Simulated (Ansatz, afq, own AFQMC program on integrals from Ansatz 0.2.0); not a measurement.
**AlNH2+ (doublet): AFQMC on the coupled-cluster ladder, cc-pVTZ**

Aim: compute AlNH2+ (doublet) with auxiliary-field quantum Monte Carlo on the same integrals as coupled cluster, and set the energies side by side.

Method: cc-pVTZ, frozen cores; program: Ansatz 0.2.0, Gaussian basis, and an in-house AFQMC program (afq) on its integrals; all values are calculated.

To be run: PBE (unrestricted); CCSD(T) on UHF; r2SCAN (unrestricted); PBE0 (unrestricted); B3LYP (unrestricted); CCSDT(Q) on UHF; CCSD(T) on UHF; wB97M-V (unrestricted); B2PLYP (unrestricted); CCSD(T) on UHF; Phaseless AFQMC, CISD trial on UHF.

2 further runs of the same task are left out: 2 that didn't finish.

**1. What is computed**

The geometry is a PBE0/def2-TZVP stationary point (not a proven minimum) of the parent state, kept for this charge and spin.

4 atoms, charge 1, spin multiplicity 2.

Atoms are counted from 1 here; the program's logs count them from 0.

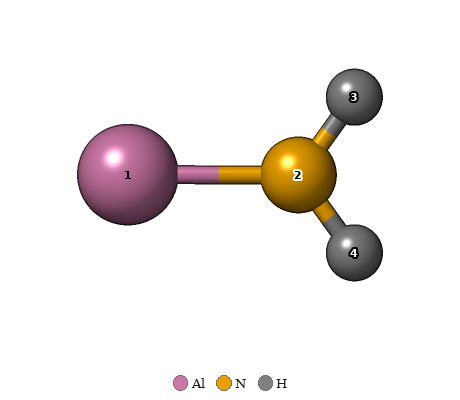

The structure; aluminium pink, nitrogen amber, hydrogen grey; atoms are numbered from 1 in the order of the file.

**2. PBE (unrestricted)**

The input, in.yaml:

```yaml
crystal:
  periodic: [false, false, false]
  atoms:
    - {symbol: Al, position_ang: [0.000000, 0.000000, 0.696811]}
    - {symbol: N, position_ang: [0.000000, 0.000000, -1.099242]}
    - {symbol: H, position_ang: [0.000000, 0.822256, -1.688737]}
    - {symbol: H, position_ang: [0.000000, -0.822256, -1.688737]}
basis:
  gaussian: {orbitals: cc-pVTZ}
total_charge: 1
magnetization: {spin_polarized: true, initial_magnetization: 1}
hamiltonian: {xc: {name: PBE}}
output: {orbitals: {seedname: orbitals}}
```

On the command line:

```sh
$ ansatz run in.yaml --threads 1 --pin off --events-out ev --progress --plain --max-ram 5120MiB --backend cpu
```

Standard output:

```text
Functional definition: PBE
  name "PBE"
  cite "Perdew, Burke & Ernzerhof, Phys. Rev. Lett. 77, 3865 (1996) doi:10.1103/PhysRevLett.77.3865"
  parent pbe
  parameter kappa = 0.804
  parameter beta = 0.06672455060314922
  exchange = pbe_x(kappa = kappa, mu = beta*pi^2/3)
  correlation = pbe_c(beta = beta)
568 factors; their error is unknown
mean field evaluation 1: about -8078.6071 eV, gradient 8.5e1 eV
mean field evaluation 2: about -7907.9320 eV, gradient 1.3e2 eV
mean field evaluation 4: about -8099.8176 eV, gradient 2.8e1 eV
mean field evaluation 8: about -8106.6053 eV, gradient 3.1e-1 eV
mean field evaluation 16: about -8106.5969 eV, gradient 4.2e-5 eV
mean field evaluation 32: about -8106.0349 eV, gradient 3.3e0 eV
mean field -8106.59686987 eV, -297.9119401188 hartree, gradient 1.1e-5 eV, S^2 0.753340; 4 other end points of the search recorded, 0 dependent functions left out
reference -8106.59690590 eV, -297.9119414432 hartree; 11, 10 occupied and 81, 82 virtual orbitals, 568 factors
Total energy: -8106.59690590 eV, -297.9119414432 hartree
```

Run time: 2.7 s. Hardware: 1 thread of AMD EPYC 7R13 (Zen 3), shared host; peak memory 1.8 GiB.

From the report: ⟨S²⟩ of the determinant 0.753 (pure doublet: 0.75).

**3. CCSD(T) on UHF**

in.yaml, as its differences from that of step 2:

```diff
@@ -11,3 +11,2 @@
 magnetization: {spin_polarized: true, initial_magnetization: 1}
-hamiltonian: {xc: {name: PBE}}
-output: {orbitals: {seedname: orbitals}}
+correlation: {method: ccsd_t, electrons: outside_noble_gas, hamiltonian_folder: ham}
```

On the command line:

```sh
$ ansatz run in.yaml --threads 1 --pin off --events-out ev --progress --plain --max-ram 15360MiB --backend cuda --devices 0, --max-vram 18GiB
```

Standard output, shortened:

```text
Functional definition: HF
  name "HF"
  cite "Fock, Z. Phys. 61, 126 (1930) doi:10.1007/BF01340294"
  parent pbe
[...]
551 factors; integrals over basis functions are off by at most 1.2e-3 eV
[...]
mean field -8090.06346070 eV, -297.3043485389 hartree, gradient 2.3e-6 eV, S^2 0.754750; 7 other end points of the search recorded, 0 dependent functions left out
determinant -8090.06346070 eV, -297.3043485389 hartree, with singles and doubles -8097.16626886 eV, -297.5653719243 hartree
determinant -8089.26434961 eV, -297.2749817479 hartree, with singles and doubles -8096.05522079 eV, -297.5245416608 hartree
determinant -8087.46083145 eV, -297.2087036780 hartree, with singles and doubles -8093.27021579 eV, -297.4221946146 hartree
6 core orbitals not correlated: weight in the atoms' cores, before any rotation towards them, 1.000 or more for the frozen orbitals, at most 0.000 for the correlated occupied ones
reference -8090.06346070 eV, -297.3043485389 hartree; 5, 4 occupied and 81, 82 virtual orbitals, 551 factors
second order -6.77092005 eV of doubles, -0.00000000 eV of singles
cycle   1  -7.02413018 eV  change   -4.6e-1 eV  update   2.3e-2
[...]
cycle  10  -7.04879232 eV  change    7.9e-6 eV  update   8.1e-6
perturbative correction -0.28657184 eV, -0.0105313207 hartree
Total energy: -8097.39882486 eV, -297.5739181996 hartree
```

It took 4 s on 1 × NVIDIA H100 80GB HBM3 with 1 thread of AMD EPYC 7R13 (Zen 3), shared host; peak host memory 1.8 GiB.

From the report: ⟨S²⟩ of the determinant 0.755 (pure doublet: 0.75); correlation -7.3354 eV; T1 0.018; largest double amplitude 0.04.

This run also writes the integrals to the folder ham.

**4. r2SCAN (unrestricted)**

in.yaml, as its differences from that of step 3:

```diff
@@ -11,2 +11,2 @@
 magnetization: {spin_polarized: true, initial_magnetization: 1}
-correlation: {method: ccsd_t, electrons: outside_noble_gas, hamiltonian_folder: ham}
+hamiltonian: {xc: {name: r2SCAN}}
```

On the command line:

```sh
$ ansatz run in.yaml --threads 1 --pin off --events-out ev --progress --plain --max-ram 5120MiB --backend cpu
```

Standard output:

```text
Functional definition: r2SCAN
  name "r2SCAN"
  cite "Furness, Kaplan, Ning, Perdew & Sun, J. Phys. Chem. Lett. 11, 8208 (2020) doi:10.1021/acs.jpclett.0c02405"
  cite "Furness, Kaplan, Ning, Perdew & Sun, J. Phys. Chem. Lett. 11, 9248 (2020) doi:10.1021/acs.jpclett.0c03077"
  parent r2scan
  parameter k0 = 0.174
  parameter k1 = 0.065
  parameter a1 = 4.9479
  exchange = r2scan_x(k0 = k0, k1 = k1, a1 = a1)
  correlation = r2scan_c
568 factors; their error is unknown
mean field evaluation 1: about -8086.4005 eV, gradient 7.9e1 eV
mean field evaluation 2: about -7931.7042 eV, gradient 1.3e2 eV
mean field evaluation 4: about -8109.8421 eV, gradient 1.1e1 eV
mean field evaluation 8: about -8110.6120 eV, gradient 1.5e-1 eV
mean field evaluation 16: about -8110.6022 eV, gradient 2.9e-4 eV
mean field evaluation 32: about -8106.6815 eV, gradient 1.9e1 eV
mean field -8110.60217407 eV, -298.0591323333 hartree, gradient 3.8e-5 eV, S^2 0.755789; 4 other end points of the search recorded, 0 dependent functions left out
reference -8110.60218919 eV, -298.0591328892 hartree; 11, 10 occupied and 81, 82 virtual orbitals, 568 factors
Total energy: -8110.60218919 eV, -298.0591328892 hartree
```

It took 6 s on 1 thread of AMD EPYC 7R13 (Zen 3), shared host; peak memory 1.8 GiB.

From the report: ⟨S²⟩ of the determinant 0.756 (pure doublet: 0.75).

**5. PBE0 (unrestricted)**

in.yaml, as its differences from that of step 4:

```diff
@@ -11,2 +11,3 @@
 magnetization: {spin_polarized: true, initial_magnetization: 1}
-hamiltonian: {xc: {name: r2SCAN}}
+hamiltonian: {xc: {name: PBE0}}
+output: {orbitals: {seedname: orbitals}}
```

Same command.

Standard output:

```text
Functional definition: PBE0
  name "PBE0"
  cite "Adamo & Barone, J. Chem. Phys. 110, 6158 (1999) doi:10.1063/1.478522"
  cite "Perdew, Burke & Ernzerhof, Phys. Rev. Lett. 77, 3865 (1996) doi:10.1103/PhysRevLett.77.3865"
  parent pbe
  parameter a = 0.25
  parameter kappa = 0.804
  parameter beta = 0.06672455060314922
  exchange = (1 - a)*pbe_x(kappa = kappa, mu = beta*pi^2/3) + a*exact_x
  correlation = pbe_c(beta = beta)
583 factors; their error is unknown
mean field evaluation 1: about -8085.7677 eV, gradient 7.4e1 eV
mean field evaluation 2: about -8005.2340 eV, gradient 1.1e2 eV
mean field evaluation 4: about -8107.0905 eV, gradient 5.1e0 eV
mean field evaluation 8: about -8107.2563 eV, gradient 1.4e-1 eV
mean field evaluation 16: about -8107.2566 eV, gradient 4.8e-5 eV
mean field -8107.25659066 eV, -297.9361844110 hartree, gradient 4.8e-5 eV, S^2 0.753289; 1 other end points of the search recorded, 0 dependent functions left out
reference -8107.25661740 eV, -297.9361853934 hartree; 11, 10 occupied and 81, 82 virtual orbitals, 583 factors
Total energy: -8107.25661740 eV, -297.9361853934 hartree
```

Wall time 1.5 s (1 thread of AMD EPYC 7R13 (Zen 3), shared host); peak memory 1.8 GiB.

From the report: ⟨S²⟩ of the determinant 0.753 (pure doublet: 0.75).

**6. B3LYP (unrestricted)**

in.yaml, as its differences from that of step 5:

```diff
@@ -11,3 +11,2 @@
 magnetization: {spin_polarized: true, initial_magnetization: 1}
-hamiltonian: {xc: {name: PBE0}}
-output: {orbitals: {seedname: orbitals}}
+hamiltonian: {xc: {name: B3LYP}}
```

The command is unchanged.

Standard output, shortened:

```text
Functional definition: B3LYP
  name "B3LYP"
  cite "Stephens, Devlin, Chabalowski & Frisch, J. Phys. Chem. 98, 11623 (1994) doi:10.1021/j100096a001"
  cite "Becke, Phys. Rev. A 38, 3098 (1988) doi:10.1103/PhysRevA.38.3098"
  cite "Lee, Yang & Parr, Phys. Rev. B 37, 785 (1988) doi:10.1103/PhysRevB.37.785"
  cite "Vosko, Wilk & Nusair, Can. J. Phys. 58, 1200 (1980) doi:10.1139/p80-159"
[...]
580 factors; their error is unknown
[...]
mean field -8112.75769508 eV, -298.1383462697 hartree, gradient 2.8e-5 eV, S^2 0.752338; 1 other end points of the search recorded, 0 dependent functions left out
reference -8112.75789013 eV, -298.1383534375 hartree; 11, 10 occupied and 81, 82 virtual orbitals, 580 factors
Total energy: -8112.75789013 eV, -298.1383534375 hartree
```

Wall time 1.7 s (1 thread of AMD EPYC 7R13 (Zen 3), shared host); peak memory 1.8 GiB.

From the report: ⟨S²⟩ of the determinant 0.752 (pure doublet: 0.75).

**7. CCSDT(Q) on UHF**

in.yaml, as its differences from that of step 6:

```diff
@@ -11,2 +11,2 @@
 magnetization: {spin_polarized: true, initial_magnetization: 1}
-hamiltonian: {xc: {name: B3LYP}}
+correlation: {method: ccsdt_q, electrons: outside_noble_gas}
```

On the command line:

```sh
$ ansatz run in.yaml --threads 1 --pin off --events-out ev --progress --plain --max-ram 15360MiB --backend cuda --devices 0, --max-vram 18GiB
```

Standard output, shortened:

```text
Functional definition: HF
  name "HF"
  cite "Fock, Z. Phys. 61, 126 (1930) doi:10.1007/BF01340294"
  parent pbe
[...]
1152 factors; integrals over basis functions are off by at most 1.6e-7 eV
[...]
mean field -8090.06348034 eV, -297.3043492604 hartree, gradient 2.6e-6 eV, S^2 0.754750; 7 other end points of the search recorded, 0 dependent functions left out
determinant -8090.06348034 eV, -297.3043492604 hartree, with singles and doubles -8097.16630652 eV, -297.5653733083 hartree
determinant -8089.26437006 eV, -297.2749824993 hartree, with singles and doubles -8096.05525303 eV, -297.5245428456 hartree
determinant -8087.46085230 eV, -297.2087044441 hartree, with singles and doubles -8093.27024365 eV, -297.4221956387 hartree
6 core orbitals not correlated: weight in the atoms' cores, before any rotation towards them, 1.000 or more for the frozen orbitals, at most 0.000 for the correlated occupied ones
reference -8090.06348034 eV, -297.3043492604 hartree; 5, 4 occupied and 81, 82 virtual orbitals, 1152 factors
second order -6.77094322 eV of doubles, -0.00000000 eV of singles
cycle   1  -6.83596925 eV  change   -6.5e-2 eV  update   7.5e-2
[...]
cycle  17  -7.34598126 eV  change   -6.0e-7 eV  update   1.0e-6
perturbative correction -0.01753492 eV, -0.0006443963 hartree
Total energy: -8097.42699651 eV, -297.5749534886 hartree
```

Run time: 9.5 s. Hardware: 1 × NVIDIA H100 80GB HBM3 with 1 thread of AMD EPYC 7R13 (Zen 3), shared host; peak host memory 1.8 GiB.

From the report: ⟨S²⟩ of the determinant 0.755 (pure doublet: 0.75); correlation -7.3635 eV; T1 0.020; largest double amplitude 0.05.

(Part 1 of 2 ends here.)
